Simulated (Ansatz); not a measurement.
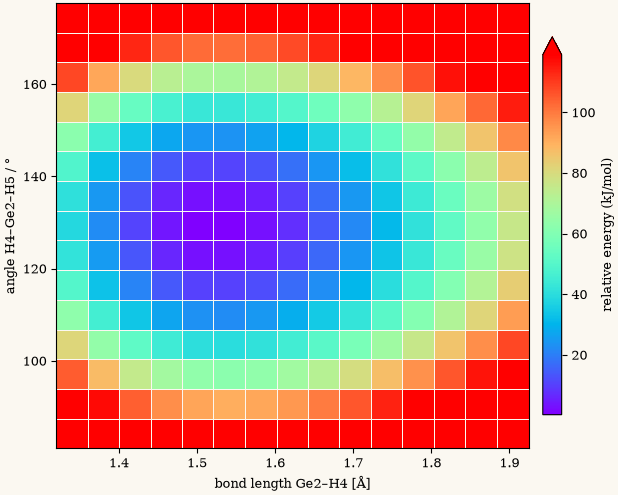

Energy landscape of GeH₃O, SMILES [OH][GeH2+], charge +1. The first coordinate is: bond length Ge2–H4; the second: angle H4–Ge2–H5. Nothing is relaxed (all other coordinates rigid). The grid has 15 × 15 points. Points are written as (first, second). All energies are given in kJ/mol relative to the relaxed molecule at the same level. Computed with RKS PBE0-D4/def2-TZVP in Ansatz.

Drawn: one coloured cell a grid point, one colour for all values above the top of the scale. 

Where are the wells?

The lowest grid point is at (1.541 Å, 129.3°), 0.28 kJ/mol from the relaxed molecule at the same level. It is the only kind of minimum in the scanned range. The highest grid point, (1.904 Å, 174.3°), lies 205 kJ/mol above the lowest. Round the minimum the two coordinates are nearly uncoupled.

Grid values (kJ/mol):

```tsv
angle H4–Ge2–H5 ↓, bond length Ge2–H4 →	1.340	1.380	1.421	1.461	1.501	1.541	1.582	1.622	1.662	1.702	1.743	1.783	1.823	1.863	1.904
174.3	181	165	153	146	143	142	144	147	153	160	167	176	185	195	205
167.9	141	125	113	106	102	102	104	108	113	120	129	138	147	157	168
161.5	108	92	80	73	70	69	71	75	81	89	97	106	116	127	138
155.0	82	65	54	47	43	43	45	50	56	63	72	82	92	103	115
148.6	62	46	34	27	24	24	26	31	37	45	54	64	75	86	98
142.2	49	32	21	14	11	11	13	18	24	32	41	51	62	74	86
135.7	41	25	13	6	3	3	5	10	17	24	34	44	55	66	79
129.3	39	22	11	4	0	0	3	7	14	22	31	41	52	64	76
122.9	42	25	13	6	3	3	5	10	16	24	33	43	54	65	78
116.5	50	33	21	14	10	10	12	17	23	31	40	50	60	71	83
110.0	63	46	34	27	23	22	25	29	35	42	51	61	71	82	94
103.6	81	64	52	45	41	40	42	45	51	58	67	76	86	97	108
97.2	105	88	75	68	63	62	64	67	73	79	87	96	106	116	127
90.7	135	117	105	97	92	91	92	95	100	106	114	122	131	141	151
84.3	169	152	139	131	126	124	125	128	132	138	145	153	161	170	180
```

The input of one point:

```yaml
crystal:
  periodic: [false, false, false]
  atoms:
    - { symbol: O, position_ang: [0.823052, -0.544693, 0.665566] }
    - { symbol: Ge, position_ang: [-0.226696, 0.408672, -0.265409] }
    - { symbol: H, position_ang: [0.611559, -1.474254, 0.833671] }
    - { symbol: H, position_ang: [-1.511706, -0.224259, -0.83359] }
    - { symbol: H, position_ang: [0.288618, 1.827271, -0.407013] }
total_charge: 1
basis:
  gaussian: { orbitals: def2-TZVP }
hamiltonian:
  xc: pbe0
  dispersion: d4
output:
  forces: true
```

Time for the 225 points that were run: 9.5 min on 1 thread of Intel(R) Xeon(R) Platinum 8259CL CPU @ 2.50GHz (Skylake/Cascade Lake), with other jobs on the host.
